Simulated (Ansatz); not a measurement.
Cl₂GaH···H₂O₂

Input

```
crystal:
  periodic: [false, false, false]
  atoms:
    - { symbol: Ga, position_ang: [-0.1825, -1.2909, -0.0952] }
    - { symbol: H, position_ang: [-1.7135, 0.0227, -0.0172] }
    - { symbol: Cl, position_ang: [-0.0559, -2.191, -1.96] }
    - { symbol: Cl, position_ang: [0.2228, -2.1021, 1.7777] }
    - { symbol: H, position_ang: [-1.0935, 0.7805, -0.0841] }
    - { symbol: O, position_ang: [0.1854, 0.8728, -0.1033] }
    - { symbol: O, position_ang: [1.1764, 1.8706, -0.2146] }
    - { symbol: H, position_ang: [1.4609, 2.0373, 0.6967] }
basis:
  gaussian: { orbitals: def2-SVP }
hamiltonian:
  xc: cam_b3lyp
relax:
  f_tol: 0.15
  max_steps: 25
  restrain:
    - { distance: [0, 5], at: 3.18, k: 30.0 }
    - { distance: [4, 1], at: 1.92, k: 30.0 }
    - { distance: [0, 1], at: 1.53, k: 30.0 }
    - { distance: [4, 5], at: 0.97, k: 30.0 }
output:
  orbitals: {}
```

Command:

```sh
ansatz run input.yaml --threads 4 --pin off --max-ram 5120MiB --backend cpu --events-out ev --progress --plain --runs-dir out
```

The fields are those of the relaxed geometry.

All numbers below come from Ansatz, RKS CAM-B3LYP/def2-SVP.

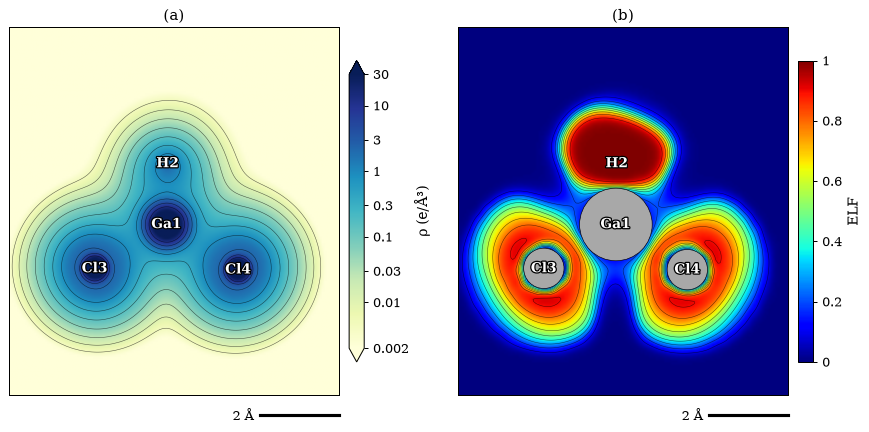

Figure 1. (a) electron density; (b) electron localisation function on the plane of atoms H2, Ga1 and Cl3. Grey discs cover the atomic cores in the ELF map.

Question: Describe what can be read from this map.

Answer:
- The plane passes through Ga, H and Cl nuclei.
- Ga–Cl (2.13 Å): ρ at the midpoint is about 0.71 e/Å³; the ELF peaks at about 0.85 in the valence shell of Cl, 0.8 Å from its nucleus, and is about 0.55 at the midpoint.
- Ga–H (1.54 Å): the density is about 1.1 e/Å³ at the midpoint; the ELF climbs to about 1 towards the hydrogen.
- The ELF also peaks beside Cl4 and Cl3, away from the bonds: lone-pair regions.

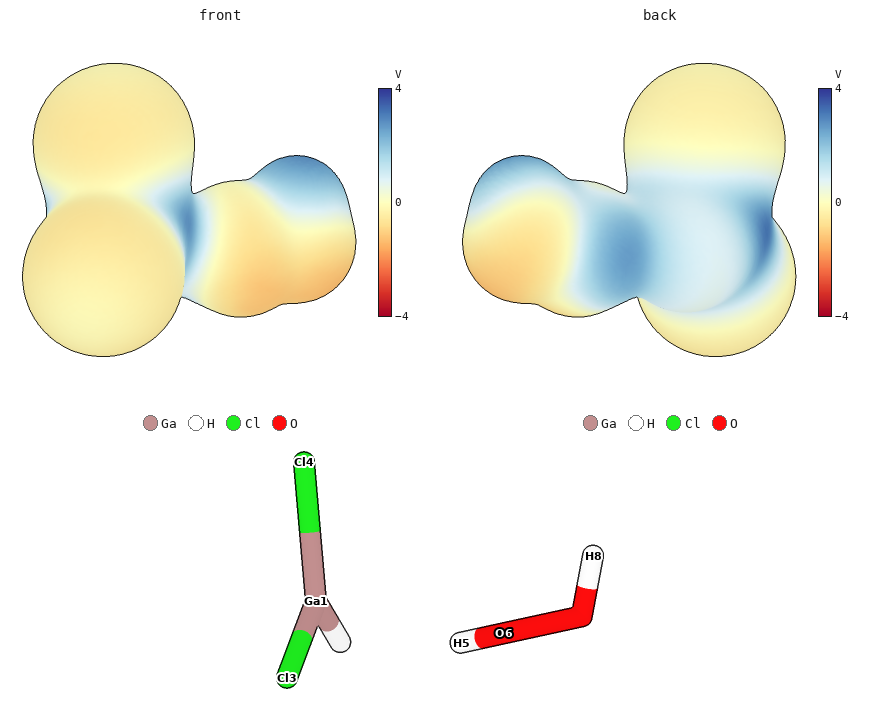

Figure 2. The electrostatic potential painted on the density surface at 0.002 e/bohr³, seen from the front and from behind; the colour scale runs from red (negative) to blue (positive). The bare structure is drawn below in the same view.

Question: Which sites attract a positive test charge, and which a negative one?

Answer: A positive charge is drawn to the negative regions and a negative charge to the positive ones. The most negative region (about −1.3 V) lies over O7, the most positive (about +3.0 V) over Ga1. O7 is the likeliest acceptor of a hydrogen bond.

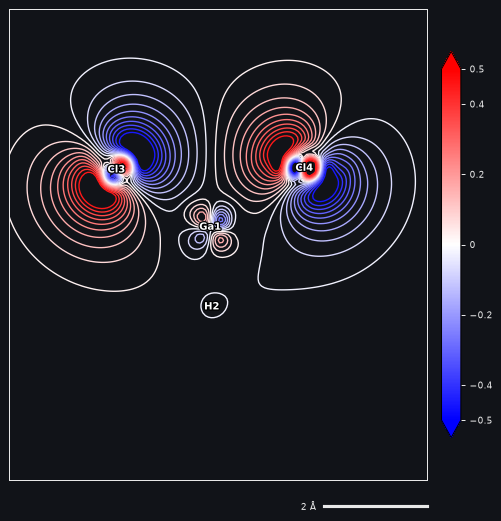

Figure 3. The HOMO−1 on the plane of atoms H2, Ga1 and Cl4 (values in Å⁻³ᐟ²; the overall sign is arbitrary).

Question: Where does this orbital lie, and at what energy?

Answer: Its weight (Hirshfeld) is mainly on Cl3 (about 50 %) and Cl4 (about 40 %); largely a combination of lone pairs on Cl3 and Cl4. Its energy is −10.31 eV.
